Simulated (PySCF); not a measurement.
**Run report: CGa, single-point calculation**

System: CGa, multiplicity 4.
Method: UHF/6-31g (PySCF 2.14.0).

Some settings of this run were made unusual or wrong on purpose.

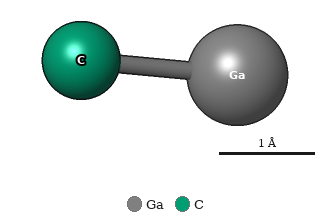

**Figure 1.** The structure (ball-and-stick view, seen at a tilt). Sticks mark near contacts.

What the run reported

```tsv
quantity	value
outcome	converged
SCF energy	−1960.621064 hartree
⟨S²⟩	3.757
dipole moment	0.24 D
hardware	1 CPU thread, shared host
wall time	0.78 s
```

Diagnosis

Some settings of this run were drawn to be unusual or wrong. It converged; results that depend on the unusual settings are not reference values.

Input file
```python
from pyscf import gto, scf

mol = gto.M(
    atom='Ga 0 0 0; C 0 0 1.724',
    basis='6-31g',
    charge=0,
    spin=3,
    verbose=3,
)
mf = scf.UHF(mol)
mf.conv_tol = 0.001
mf.kernel()
mf.dip_moment()
print('orbital energies (hartree):', [e[max(0, n-3):n+3].round(4) for e, n in zip(mf.mo_energy, mol.nelec)])
```

Command:
```bash
OMP_NUM_THREADS=1 python input.py
```

What the program printed
```
WARN: HOMO -0.0905174895836933 >= LUMO -0.144580444631047

converged SCF energy = -1960.62106395577  <S^2> = 3.7570631  2S+1 = 4.00353
Dipole moment(X, Y, Z, Debye): -0.00000, -0.00000,  0.23994
orbital energies (hartree): [array([-0.4324, -0.4324, -0.3077,  0.0572,  0.0572,  0.1212]), array([-1.1623, -0.661 , -0.3137,  0.013 ,  0.013 ,  0.088 ])]
```
